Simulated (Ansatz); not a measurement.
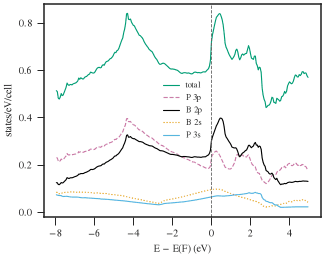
Fig. 1. Total and projected density of states of BP (rock salt, Fm-3m), plane-wave PAW PBEsol (Ansatz code)

### Question
Which orbitals carry the states next to the Fermi level?

### Answer
Within 0.5 eV of the Fermi level: B 2p 43 %, P 3p 31 %, B 2s 13 %, P 3s 9 %. Projections are on Löwdin-orthogonalised atomic valence shells; empty p or d shells of many metals are not among them.

### Question
Where is the tallest occupied peak in this window, and what makes it?

### Answer
Near -4.3 eV, about 0.84 states/eV per cell; the largest projected share is P 3p.

The start of the workflow was typed in or built on a structure type; neither database checked (COD, Materials Project) lists it. It is not the phase usual at ambient conditions (space group No. 216). Symmetry was held in the PBEsol relaxation; of distortions, only those at the zone centre were tested. Its formation energy is positive at this level, so the cell may be metastable or incomplete.

Potentials: the later of the program's two PAW sets.
